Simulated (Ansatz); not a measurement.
CH5ClOSi

Input

```
crystal:
  periodic: [false, false, false]
  atoms:
    - { symbol: Si, position_ang: [0.0, 0.0, 0.0] }
    - { symbol: O, position_ang: [0.0, 0.0, 1.68] }
    - { symbol: C, position_ang: [-1.1112, -0.3437, 2.4945] }
    - { symbol: H, position_ang: [-1.814, -0.9775, 1.9143] }
    - { symbol: H, position_ang: [-0.7584, -0.9037, 3.3856] }
    - { symbol: H, position_ang: [-1.6313, 0.5809, 2.8212] }
    - { symbol: H, position_ang: [1.3768, 0.0, -0.4862] }
    - { symbol: H, position_ang: [-0.6877, 1.1914, -0.4862] }
    - { symbol: Cl, position_ang: [-1.0032, -1.7381, -0.7093] }
basis:
  gaussian: { orbitals: def2-SVP }
hamiltonian:
  xc: pbe
relax:
  f_tol: 0.02
  max_steps: 40
output:
  orbitals: {}
```

Launched as:

```sh
ansatz run input.yaml --threads 1 --pin off --max-ram 2048MiB --backend cpu --events-out ev --progress --plain --runs-dir out
```

The fields are those of the run's last geometry, not of the input's.

Method: RKS PBE/def2-SVP in Ansatz 0.2.0.

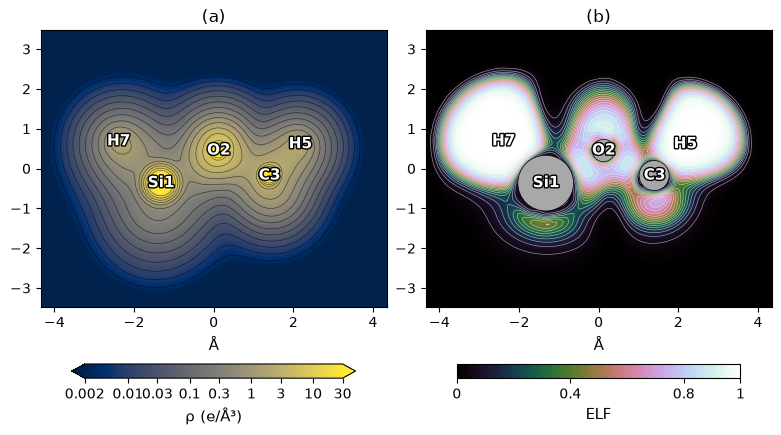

Figure 1. (a) electron density; (b) electron localisation function on the plane of atoms Si1, O2 and C3. Grey discs cover the atomic cores in the ELF map.

What does the map show?

Answer.
- Atoms in the plane: Si, O, C and H.
- C–O (1.42 Å): the density is about 2 e/Å³ at the midpoint, with its minimum of 1.7 e/Å³ about 0.5 Å from C; the ELF peaks at about 0.85 between the atoms (a shared but strongly polarised pair).
- Si–O (1.67 Å): ρ is about 1 e/Å³ halfway; the ELF peaks at about 0.85 between the atoms (a shared but strongly polarised pair).
- C–H (1.11 Å): ρ at the midpoint is about 1.9 e/Å³; the ELF climbs to about 1 towards the hydrogen, as it does in any bond to H: a covalent bond by its length.
- Si–H (1.49 Å): the density is about 0.78 e/Å³ at the midpoint; the ELF climbs to about 1 towards the hydrogen.
- The ELF also peaks beside O2, away from the bonds: lone-pair regions.

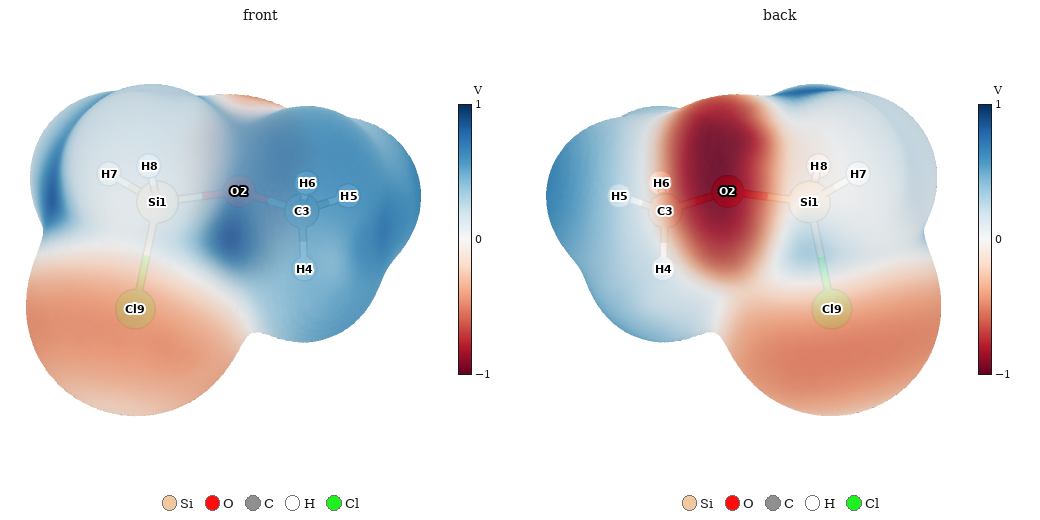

Figure 2. The molecular electrostatic potential painted on the density surface at 0.001 e/bohr³, seen from the front and from behind; the colour scale runs from red (negative) to blue (positive).

Where is the surface potential most negative and most positive?

Answer. The most negative region (about −0.9 V) lies over O2, the most positive (about +0.8 V) over Si1.

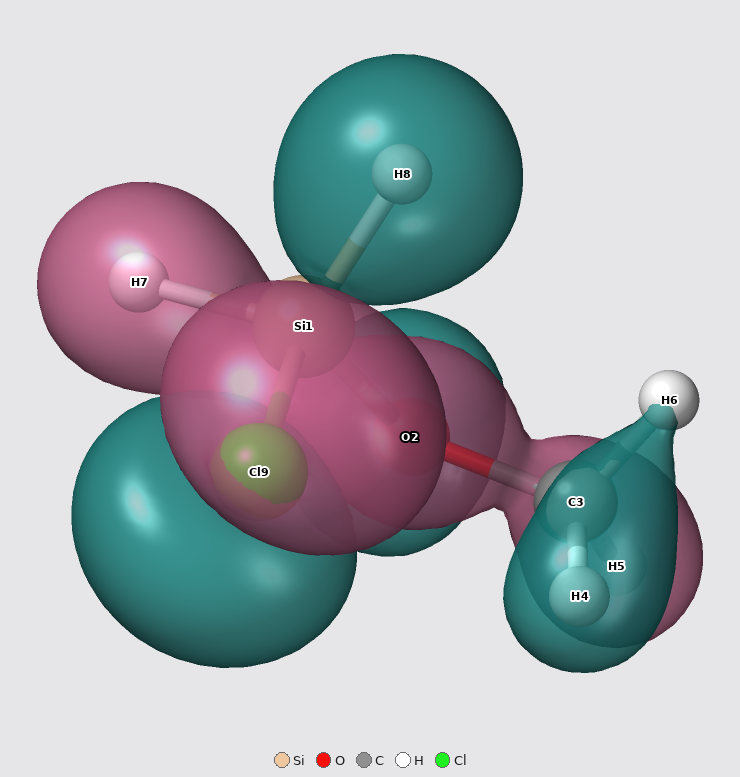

Figure 3. The HOMO−1 at ±0.08 Å⁻³ᐟ² (teal and pink are the two phases), seen at an oblique angle.

Describe this orbital and give its energy.

Answer. Its weight (Hirshfeld) is mainly on Cl9 (about 40 %), O2 (about 25 %), Si1 (about 10 %) and H8 (about 10 %). Its energy is −7.21 eV.

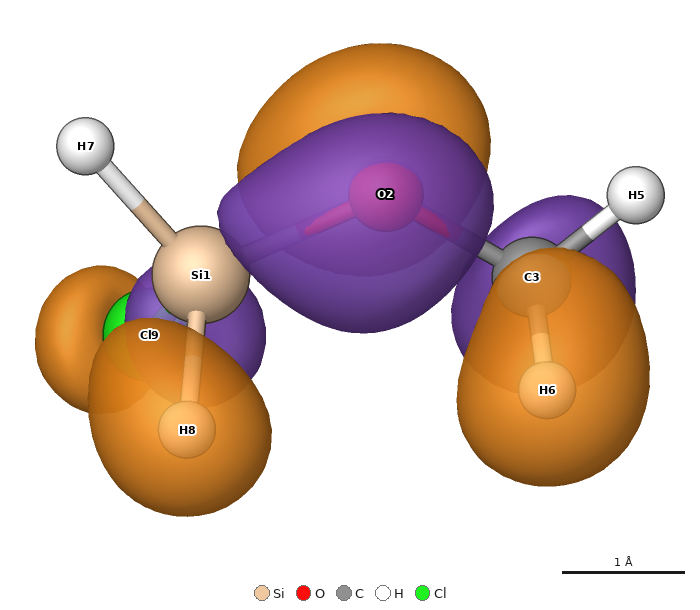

Figure 4. The HOMO at ±0.1 Å⁻³ᐟ² (orange and purple are the two phases), seen from one side.

Describe this orbital and give its energy.

Answer. By Hirshfeld shares it lies mainly on O2 (about 55 %), C3 (about 10 %) and H6 (about 5 %). Its energy is −6.88 eV.
